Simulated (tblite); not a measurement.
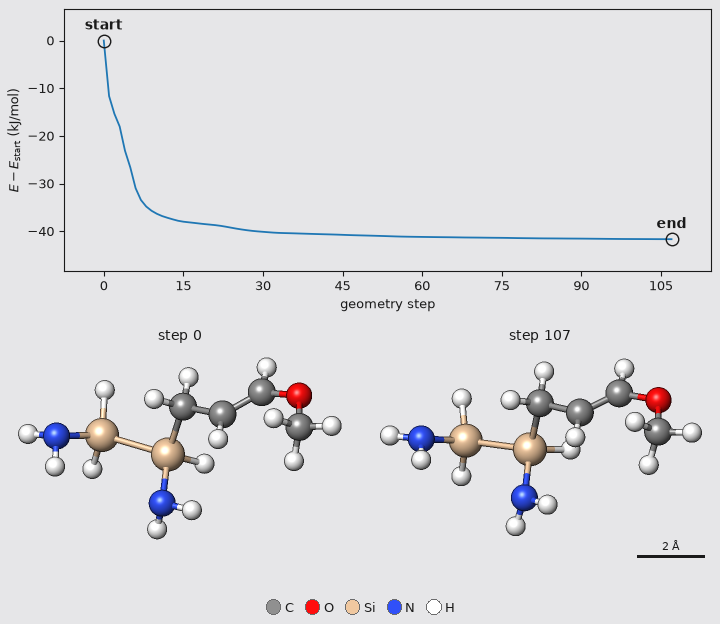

First and last geometry of a relaxation of C4H14N2OSi2, with the history of the run. Style: ball-and-stick. Shown at a tilt.

These are results of tblite, GFN2-xTB geometry optimisation, gas phase, not measurements. 

What do the curves and the structures tell?

Answer. It converged. The atom that moves furthest after the best rigid fit is an H atom (0.47 Å). By element the largest moves are H 0.47 Å, Si 0.25 Å, C 0.20 Å, N 0.18 Å, O 0.17 Å. Some distances before and after: Si–Si 2.349 → 2.298 Å, C–Si 1.875 → 1.915 Å, C–C 1.355 → 1.326 Å, H–N 1.035 → 1.007 Å. Bond angles that change, for instance: Si–N–H 109.9° → 119.6°, Si–N–H 109.2° → 118.8°, N–Si–H 104.7° → 112.9°. The energy falls by 41.7 kJ/mol in 107 geometry steps.

| step | E − E(0), kJ/mol |
| --- | --- |
| 0 | 0.00 |
| 1 | -11.65 |
| 2 | -15.36 |
| 3 | -18.04 |
| 4 | -23.11 |
| 5 | -26.62 |
| 6 | -30.97 |
| 7 | -33.44 |
| 8 | -34.82 |
| 9 | -35.70 |
| 10 | -36.34 |
| 15 | -38.00 |
| 20 | -38.61 |
| 25 | -39.45 |
| 30 | -40.12 |
| 36 | -40.44 |
| 41 | -40.62 |
| 46 | -40.79 |
| 51 | -40.95 |
| 56 | -41.12 |
| 61 | -41.21 |
| 66 | -41.27 |
| 71 | -41.34 |
| 76 | -41.40 |
| 81 | -41.48 |
| 87 | -41.53 |
| 92 | -41.57 |
| 97 | -41.62 |
| 102 | -41.64 |
| 107 | -41.67 |
